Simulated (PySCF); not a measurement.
# CH5FOSi (SMILES CO[SiH2]F) at 6 levels

We compute a comparison of 6 runs (HF/3-21G, PBE0/STO-3G, B3LYP/6-31G*, PBE0/def2-SVP, wB97X/pcseg-1, MP2/def2-TZVP) of CH5FOSi. The job is set up through a Python script.

Program for the calculation: PySCF 2.14.0.

### Step 1. The system as given

CH5FOSi has 9 atoms, charge 0, and is taken as a singlet. As SMILES, `CO[SiH2]F`. The coordinates come from a PBE0-D4/def2-TZVP relaxation. This is one conformer, not always the lowest.

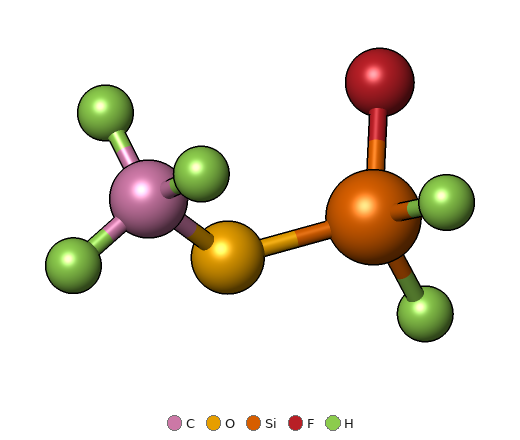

Viewed from a chosen angle; carbon pink, oxygen amber, silicon orange, fluorine red, hydrogen green.

### Step 2. Energy and forces at HF/3-21G (run 1)

Contents of calc.py:

```python
from pyscf import gto, scf

mol = gto.M(
    atom=[
    ('C', (-0.280200, 1.150700, -0.688400)),
    ('O', (-0.743600, -0.064200, -0.138000)),
    ('Si', (0.168900, -1.127700, 0.679900)),
    ('F', (1.202000, -1.865200, -0.290100)),
    ('H', (0.189600, 0.979000, -1.660800)),
    ('H', (-1.135900, 1.813600, -0.823000)),
    ('H', (0.443400, 1.643500, -0.029000)),
    ('H', (-0.748200, -2.141700, 1.231900)),
    ('H', (0.992400, -0.434200, 1.700300)),
],
    max_memory=1860,
    verbose=3,
    basis='3-21g',
)

calc0 = scf.RHF(mol)
calc0.conv_tol = 1e-10
calc0.kernel()
if not calc0.converged:
    calc0 = calc0.newton().run(calc0.mo_coeff, calc0.mo_occ)

energy = calc0.e_tot
print(f'total energy: {energy:.8f} hartree')
grad = calc0.nuc_grad_method().kernel()
calc0.analyze()
```

Run with:

```
$ OMP_NUM_THREADS=1 python calc.py
```

The log of the run:

```text
converged SCF energy = -501.391719212684
[... 14 lines left out ...]
MO #5   energy= -6.18125730275892  occ= 2
[... 8 lines left out ...]
MO #14  energy= -0.65859709407798  occ= 2
[... 8 lines left out ...]
MO #23  energy= 0.204696285313263  occ= 0
[... 8 lines left out ...]
MO #32  energy= 0.610677253170662  occ= 0
[... 8 lines left out ...]
MO #41  energy= 1.3608213238239    occ= 0
[... 8 lines left out ...]
MO #50  energy= 3.79784945653247   occ= 0
[... 10 lines left out ...]
Dipole moment(X, Y, Z, Debye):  0.17814,  1.90002,  0.75099
```

It took 1.9 s on 1 thread of Intel Xeon at 2.70GHz, shared host; peak memory 0.12 GiB.

### Step 3. Energy and forces at PBE0/STO-3G (run 2)

Contents of start.xyz:

```xyz
9

C     -0.280200     1.150700    -0.688400
O     -0.743600    -0.064200    -0.138000
Si     0.168900    -1.127700     0.679900
F      1.202000    -1.865200    -0.290100
H      0.189600     0.979000    -1.660800
H     -1.135900     1.813600    -0.823000
H      0.443400     1.643500    -0.029000
H     -0.748200    -2.141700     1.231900
H      0.992400    -0.434200     1.700300
```

Contents of job.py:

```python
from pyscf import gto, dft

mol = gto.Mole()
mol.atom = 'start.xyz'
mol.basis = 'sto-3g'
mol.charge = 0
mol.spin = 0
mol.max_memory = 1860
mol.verbose = 3
mol.build()

ks = dft.RKS(mol)
ks.xc = 'pbe0'
ks.grids.level = 5
ks.conv_tol = 1e-10
ks.kernel()
if not ks.converged:
    ks = ks.newton().run(ks.mo_coeff, ks.mo_occ)

e_tot = ks.e_tot
print('E = %.10f Eh' % e_tot)
grad = ks.nuc_grad_method().kernel()
ks.analyze()
```

Run with:

```
$ OMP_NUM_THREADS=1 python job.py
```

The log of the run:

```text
converged SCF energy = -499.042098040502
[... 13 lines left out ...]
MO #4   energy= -10.0960812653099  occ= 2
[... 4 lines left out ...]
MO #9   energy= -1.07735448405177  occ= 2
[... 4 lines left out ...]
MO #14  energy= -0.417502389512563 occ= 2
[... 4 lines left out ...]
MO #19  energy= -0.192990865532303 occ= 2
[... 4 lines left out ...]
MO #24  energy= 0.336831483922587  occ= 0
[... 4 lines left out ...]
MO #29  energy= 0.518156905280347  occ= 0
[... 10 lines left out ...]
Dipole moment(X, Y, Z, Debye):  0.31922,  0.63824,  0.42791
```

It took 17 s on 1 thread of Intel Xeon at 2.70GHz, shared host; peak memory 0.36 GiB.

Runs 3 to 4 aren't shown in full; the table further down has their settings and results.

### Step 4. Energy and forces at wB97X/pcseg-1 (run 5)

Contents of job.py:

```python
from pyscf import gto, dft

mol = gto.Mole()
mol.atom = '''
C     -0.529501     2.174508    -1.300887
O     -1.405200    -0.121320    -0.260782
Si     0.319175    -2.131044     1.284825
F      2.271451    -3.524717    -0.548210
H      0.358292     1.850042    -3.138457
H     -2.146540     3.427207    -1.555245
H      0.837905     3.105765    -0.054802
H     -1.413893    -4.047226     2.327954
H      1.875364    -0.820519     3.213101
'''
mol.basis = 'pcseg-1'
mol.unit = 'bohr'
mol.verbose = 4
mol.max_memory = 1860
mol.build()

mf = dft.RKS(mol, xc='wb97x')
mf.conv_tol = 1e-10
mf.grids.level = 5
mf.kernel()
if not mf.converged:
    mf = mf.newton().run(mf.mo_coeff, mf.mo_occ)

e_tot = mf.e_tot
print('Final energy', e_tot)
grad = mf.nuc_grad_method().kernel()
mf.analyze()
```

Run with:

```
$ OMP_NUM_THREADS=1 python job.py
```

The log of the run:

```text
PySCF version 2.14.0

[... 103 lines left out ...]
MO #5   energy= -5.43681409944693  occ= 2
[... 15 lines left out ...]
MO #21  energy= -0.414258797401224 occ= 2
[... 15 lines left out ...]
MO #37  energy= 0.604406786663015  occ= 0
[... 15 lines left out ...]
MO #53  energy= 1.28178665614969   occ= 0
[... 15 lines left out ...]
MO #69  energy= 2.47161271944783   occ= 0
[... 15 lines left out ...]
MO #85  energy= 3.33891895246518   occ= 0
[... 97 lines left out ...]
Dipole moment(X, Y, Z, Debye): -0.04386,  1.74767,  0.51719
```

It took 68 s on 1 thread of Intel Xeon at 2.70GHz, shared host; peak memory 0.83 GiB.

### Step 5. Energy and gradient at MP2/def2-TZVP (run 6)

Contents of job.py:

```python
# CO[SiH2]F
from pyscf import gto, mp

mol = gto.Mole()
mol.atom = [
    ('C', (-0.280200, 1.150700, -0.688400)),
    ('O', (-0.743600, -0.064200, -0.138000)),
    ('Si', (0.168900, -1.127700, 0.679900)),
    ('F', (1.202000, -1.865200, -0.290100)),
    ('H', (0.189600, 0.979000, -1.660800)),
    ('H', (-1.135900, 1.813600, -0.823000)),
    ('H', (0.443400, 1.643500, -0.029000)),
    ('H', (-0.748200, -2.141700, 1.231900)),
    ('H', (0.992400, -0.434200, 1.700300)),
]
mol.verbose = 4
mol.spin = 0
mol.basis = 'def2-tzvp'
mol.max_memory = 1860
mol.build()

mf = mol.RHF()
mf.conv_tol = 1e-10
mf.kernel()
if not mf.converged:
    mf = mf.newton().run(mf.mo_coeff, mf.mo_occ)

pt = mp.MP2(mf, frozen=8).run()
e_tot = pt.e_tot
print('E = %.10f Eh' % e_tot)
grad = pt.nuc_grad_method().kernel()
dip = mf.dip_moment()
pop, q = mf.mulliken_pop()
```

Run with:

```
$ OMP_NUM_THREADS=1 python job.py
```

The log of the run:

```text
PySCF version 2.14.0

[... 65 lines left out ...]
converged SCF energy = -504.225212787986
[... 17 lines left out ...]
Dipole moment(X, Y, Z, Debye): -0.10011,  1.67742,  0.45630
[... 170 lines left out ...]
charge of    8H =     -0.07807
```

It took 2.4 min on 1 thread of Intel Xeon at 2.70GHz, shared host; peak memory 2 GiB.

### Step 6. All runs side by side

| run | level | integration grid | frozen core orbitals | energy (Eh) | dipole moment (D) of the reference | HOMO energy (eV) | LUMO energy (eV) | wall time |
| --- | --- | --- | --- | --- | --- | --- | --- | --- |
| 1 | HF/3-21G | – | – | -501.391719 | 2.05 | -12.40 | 5.33 | 1.9 s |
| 2 | PBE0/STO-3G | 5 | – | -499.042098 | 0.83 | -4.33 | 7.38 | 17 s |
| 3 | B3LYP/6-31G* (spherical functions) | 5 | – | -505.752957 | 1.61 | -8.27 | 1.15 | 43 s |
| 4 | PBE0/def2-SVP | 5 | – | -505.145790 | 1.66 | -8.67 | 1.48 | 46 s |
| 5 | wB97X/pcseg-1 | 5 | – | -505.642565 | 1.82 | -11.27 | 3.09 | 68 s |
| 6 | MP2/def2-TZVP | – | 8 | -504.993624 | 1.74 | -12.69 | 3.65 | 2.4 min |

### Step 7. Summary of results

| quantity | value |
| --- | --- |
| run 6: total energy | -504.99362 Eh |
| run 6: dipole moment (Hartree–Fock density) | 1.74 D |
| run 6: HOMO energy (Hartree–Fock orbitals) | -12.69 eV |
| run 6: LUMO energy (Hartree–Fock orbitals) | 3.65 eV |
| run 6: HOMO–LUMO gap (Hartree–Fock orbitals) | 16.34 eV |
| run 6: correlation energy (8 core orbitals frozen) | -768.4 mEh |
| run 6: largest force on an atom | 0.419 eV/Å |

In words: Over runs 1, 2, 3, 4, 5 the dipole moment (its size) runs from 0.83 D (PBE0/STO-3G) to 2.05 D (HF/3-21G). The two ends differ in method and basis. Over runs 1, 2, 3, 4, 5 the HOMO–LUMO gap runs from 9.41 eV (B3LYP/6-31G*) to 17.73 eV (HF/3-21G). Totals of different functionals can't be ranked against each other. In run 2 the basis is minimal, so the values are rough. All runs together took 5.4 min, the longest 2.4 min.
